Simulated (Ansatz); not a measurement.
# Calculations on TiSiH4OF4

**1. Relaxation**

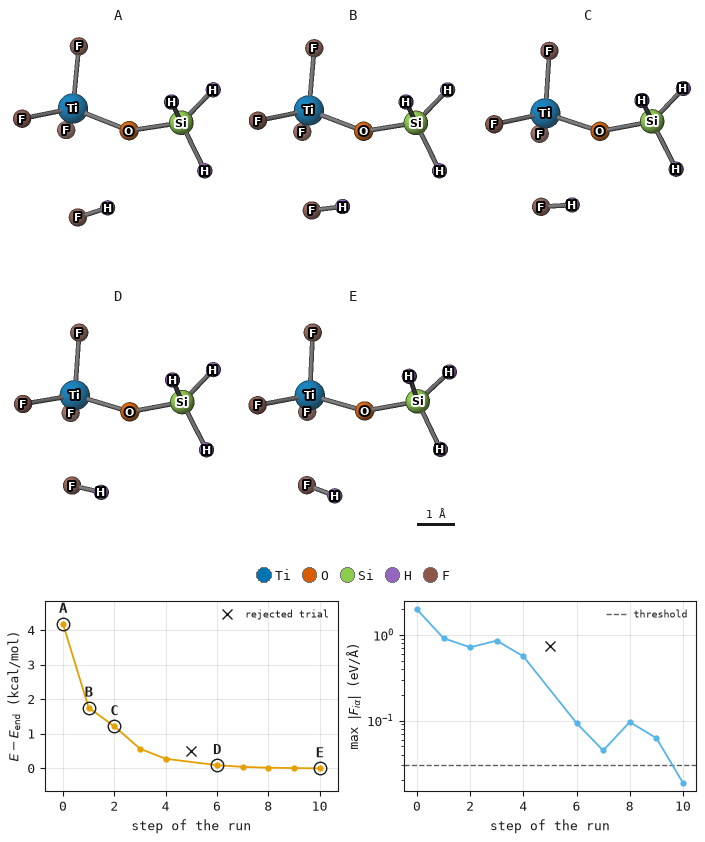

Frames of a relaxation of TiSiH4OF4, marked on the history of the run. The picture is a ball-and-stick view, seen from a free direction.

The run prepares an end point of a later path (reaction) calculation, from a guessed geometry.

All numbers below come from RHF/def2-SVP (Ansatz 0.2.0).

The input:
```yaml
crystal:
  periodic: [false, false, false]
  atoms:
    - { symbol: Ti, position_ang: [-0.145862, 0.058658, -0.020066] }
    - { symbol: O, position_ang: [-0.499831, -0.385202, 1.743223] }
    - { symbol: Si, position_ang: [-1.400271, -0.311414, 3.139279] }
    - { symbol: H, position_ang: [-2.726909, -0.917482, 2.903702] }
    - { symbol: H, position_ang: [-0.683008, -1.074156, 4.18317] }
    - { symbol: H, position_ang: [-1.556505, 1.09498, 3.562091] }
    - { symbol: F, position_ang: [1.443833, 0.676598, -0.242726] }
    - { symbol: F, position_ang: [-1.227279, 1.332905, -0.426336] }
    - { symbol: F, position_ang: [-0.491725, -1.233178, -1.101487] }
    - { symbol: F, position_ang: [1.607444, -2.132083, 1.10639] }
    - { symbol: H, position_ang: [1.119412, -1.885126, 1.834759] }
basis:
  gaussian: { orbitals: def2-SVP }
hamiltonian:
  xc: hf
relax:
  f_tol: 0.03
  max_steps: 50
```

Launched with:
```bash
ansatz run input.yaml --threads 4 --pin off --max-ram 5120MiB --backend cpu --events-out ev --progress --plain --runs-dir out
```

Q: Describe the path.

A: The energy falls by 4.18 kcal/mol in 9 accepted moves (10 points after the start). The largest force component goes from 2 to 0.019 eV/Å. The line search rejected the trial step at point 5 of the run. The largest move after the best rigid fit is that of F10, 0.44 Å. Largest moves by element: F 0.44 Å, H 0.30 Å, Ti 0.18 Å, Si 0.07 Å, O 0.07 Å. Near-neighbour distances that change, for instance: Ti1–F10 3.024 → 2.478 Å, Ti1–O2 1.852 → 1.770 Å, Ti1–H11 2.970 → 2.896 Å, Ti1–F7 1.720 → 1.735 Å. Among the angles between lasting bonds that change: F7–Ti1–F9 112.0° → 116.4°, Ti1–O2–Si3 153.1° → 156.9°, F7–Ti1–F8 106.5° → 102.8°. Cost: 24 s on 4 threads of Arm Neoverse V2, on a shared host, peak memory 0.3 GiB. From step 0 to 1: F10 moves most (0.20 Å), energy −2.43 kcal/mol. From step 1 to 2: F10 moves most (0.19 Å), energy −0.54 kcal/mol. From step 2 to 6: H11 moves most (0.18 Å), energy −1.13 kcal/mol. From step 6 to 10: H atoms move most (0.11 Å), energy −0.09 kcal/mol.

| step | E − E(0), kcal/mol | largest force component, eV/Å | note |
| --- | --- | --- | --- |
| 0 | 0.00 | 1.9823 |  |
| 1 | -2.43 | 0.9135 |  |
| 2 | -2.97 | 0.7158 |  |
| 3 | -3.62 | 0.8569 |  |
| 4 | -3.91 | 0.5609 |  |
| 5 | -3.68 | 0.7331 | rejected |
| 6 | -4.09 | 0.0934 |  |
| 7 | -4.14 | 0.0447 |  |
| 8 | -4.17 | 0.0960 |  |
| 9 | -4.18 | 0.0624 |  |
| 10 | -4.18 | 0.0187 |  |

Limits of the set-up: the start holds two separate molecules, 2.2 Å apart at their closest, whose relative position is a soft coordinate and is computed without a dispersion correction; Hartree-Fock leaves out electron correlation.

**2. Relaxation**

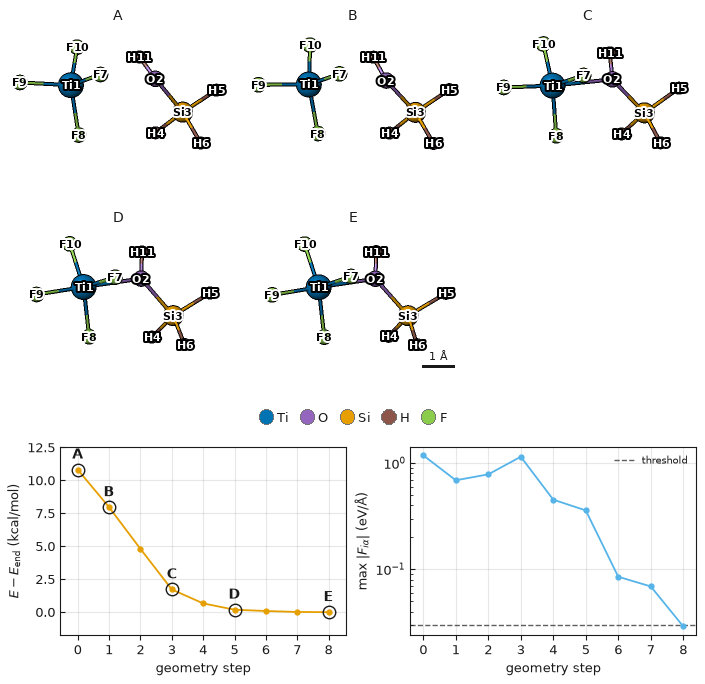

Frames of a relaxation of TiSiH4OF4, marked on the history of the run. The picture is a ball-and-stick view, seen from a free direction.

The run prepares an end point of a later path (reaction) calculation, from a guessed geometry.

Level of theory: Ansatz 0.2.0, RHF/def2-SVP. Settings: no spin polarisation; force threshold 0.03 eV/Å; at most 50 steps.

Question: What happens along the run?

Answer: Over 8 geometry steps the energy falls by 10.8 kcal/mol. Largest force component: 1.2 eV/Å at the start, 0.029 eV/Å at the end. The largest move after the best rigid fit is that of H6, 0.71 Å. Largest moves by element: H 0.71 Å, F 0.65 Å, Ti 0.51 Å, O 0.50 Å, Si 0.38 Å. Among the contacts that change: Ti1–O2 3.108 → 2.248 Å, Ti1–Si3 4.421 → 3.571 Å, Ti1–H11 3.062 → 2.735 Å, O2–Si3 1.666 → 1.705 Å. New bonds form, among them: Ti1–O2 (3.11 → 2.25 Å). Among the angles between lasting bonds that change: F8–Ti1–F10 112.5° → 122.5°, F8–Ti1–F9 106.4° → 98.5°, F7–Ti1–F9 106.6° → 100.6°. Groups turn about O2–Si3 by about 35°. From step 0 to 1: F8 moves most (0.20 Å), energy −2.86 kcal/mol. From step 1 to 3: Ti and F atoms move most (0.35 Å), energy −6.24 kcal/mol. From step 3 to 5: H6 moves most (0.22 Å), energy −1.54 kcal/mol. From step 5 to 8: H6 moves most (0.08 Å), energy −0.19 kcal/mol.

Limits of the set-up: Hartree-Fock leaves out electron correlation.

**3. Path**

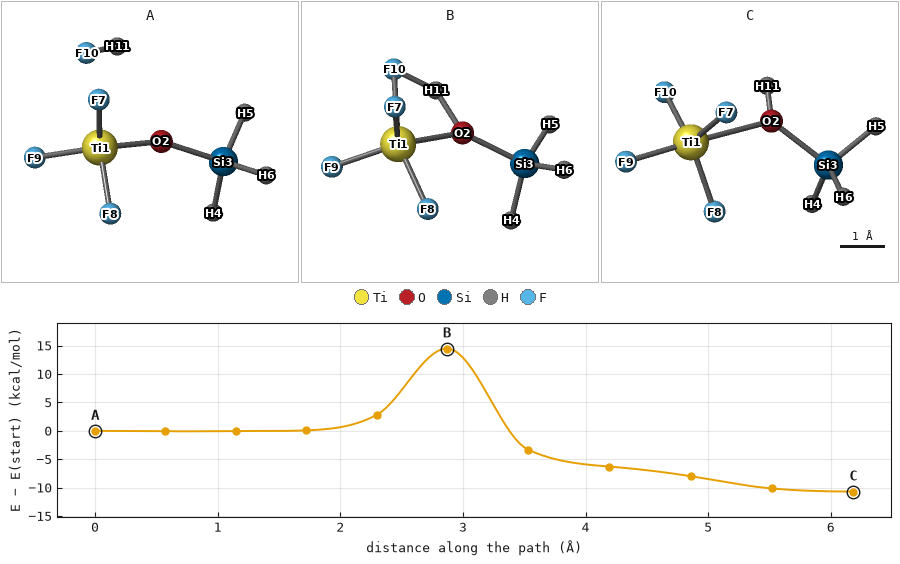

A nudged-elastic-band calculation for TiSiH4OF4, made up at the start of TiSiH₃OF₃ and HF. Images are numbered from 0 (start) to 10 (end). Frames A to C are images 0, 5, 10. A ball-and-stick model, seen at a tilt.

These are results of RHF/def2-SVP in Ansatz 0.2.0, not measurements. Run with 9 movable images; climbing image; force threshold 0.03 eV/Å; iteration limit 60; starting path through a guess of the saddle point.

Q: What happens along the path, and what is the barrier?

A: Breaking: F10–H11 (0.91 → 1.14 at the top → 2.42 Å). Forming: O2–H11 (2.50 → 1.18 at the top → 0.95 Å), Ti1–F10 (2.48 → 2.05 at the top → 1.75 Å). The energy climbs by 14.5 kcal/mol to image 5 and then falls by 25.2 kcal/mol, so the end point sits at −10.7 kcal/mol. The band converged in 51 iterations. The largest component of the band force went from 25 to 0.019 eV/Å. The climbing image converged on the top of the path. Its vibrational analysis gives one imaginary mode (1311i cm⁻¹), as a transition state must have.

Limits of the set-up: Hartree-Fock leaves out electron correlation.

The run took 13 min on 4 threads of Arm Neoverse V2, on a shared host, peak memory 0.32 GiB.
